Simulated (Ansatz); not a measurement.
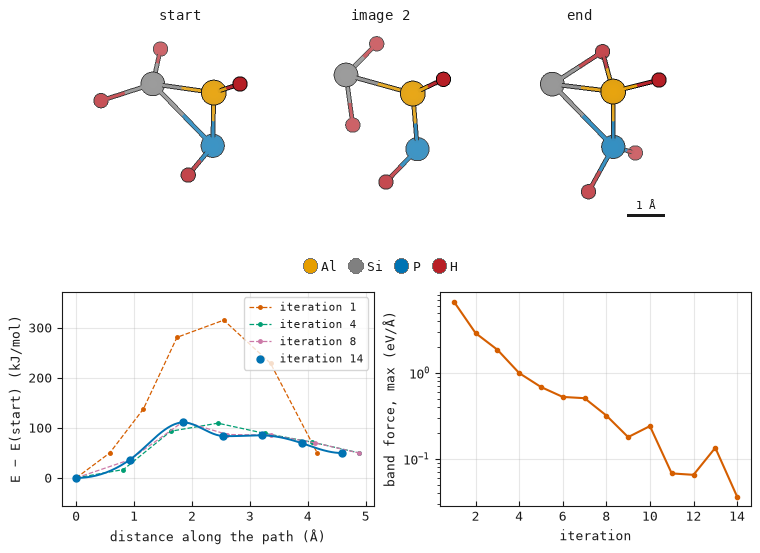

A search for the minimum-energy path of AlSiPH₄ by the nudged elastic band. Images are numbered from 0 (start) to 6 (end). The plot follows the band through its iterations. Style: ball-and-stick. Shown from a free direction.

Method: Ansatz 0.2.0, UKS B3LYP-D4/def2-SVP. Run with 5 movable images; climbing image; force threshold 0.05 eV/Å; iteration limit 60; starting path through a guess of the saddle point.

> Judge this run.

The run is converged, with reservations. The band converged in 14 iterations. The largest component of the band force went from 6.7 to 0.037 eV/Å. The climbing image converged on the top of the path. Its vibrational analysis gives one imaginary mode (699i cm⁻¹), as a transition state must have. The first iteration put the highest image at 315.1 kJ/mol. The highest point, image 2, lies 110.9 kJ/mol above the start and 61.0 kJ/mol above the end; the end is at +49.8 kJ/mol relative to the start.
